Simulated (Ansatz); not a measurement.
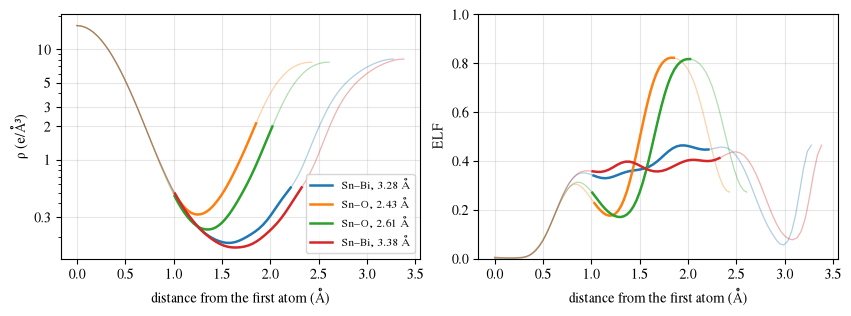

The picture shows: Sn4Bi2O. Valence pseudo-density and ELF along straight lines between neighbouring atoms. Thin, pale parts lie inside the atomic spheres.

Space group I4/mmm; a generated structure, not necessarily the stable one.

Theory: DFT PBE, scalar-relativistic, plane waves, PAW (Ansatz 0.2.0).

The density is the valence pseudo-density of a PAW calculation; it isn't the true density close to the nuclei.

**Compare the contacts.**

Sn–Bi (3.28 Å): ρ is about 0.18 e/Å³ halfway; the ELF is about 0.40 at the midpoint.
Sn–O (2.43 Å): ρ at the midpoint is about 0.32 e/Å³; the ELF is about 0.20 at the midpoint (no shared electron pair shows on this line).
Sn–O (2.61 Å): the density is about 0.23 e/Å³ at the midpoint; the ELF is about 0.15 at the midpoint (no localised pair shows between them).
Sn–Bi (3.38 Å): the density is about 0.16 e/Å³ at the midpoint; the ELF is about 0.35 at the midpoint.
